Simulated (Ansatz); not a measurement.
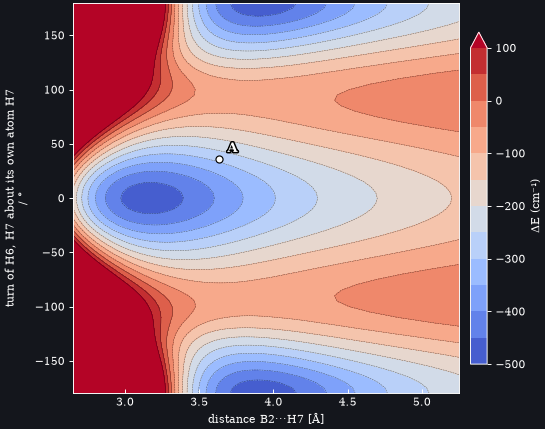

The pair BF₄···H₂, charge −1. The turn is about an axis along (0.32, −0.94, −0.12) in the frame of the relaxed pair, normal to the line between the partners. Coordinates scanned: (1) distance B2···H7; (2) turn of H6, H7 about its own atom H7. Grid: 15 × 15 points. Points are written as (first, second). All energies are given in cm⁻¹ relative to the ion and the molecule far apart, frozen as in the relaxed pair, each in its own basis (no counterpoise correction). The calculation used RHF/def2-SVPD (Ansatz).

The picture shows filled contours, one colour for all values above the top of the scale, the point A. Between grid points the surface is interpolated.

Is A at rest? If not, where is it pushed?

Answer. A, at (3.635 Å, 36°), is not a stationary point. The computed force is 172 cm⁻¹ for each Å towards smaller values of distance B2···H7 and 4.6 cm⁻¹ for each degree towards smaller values of the second coordinate.
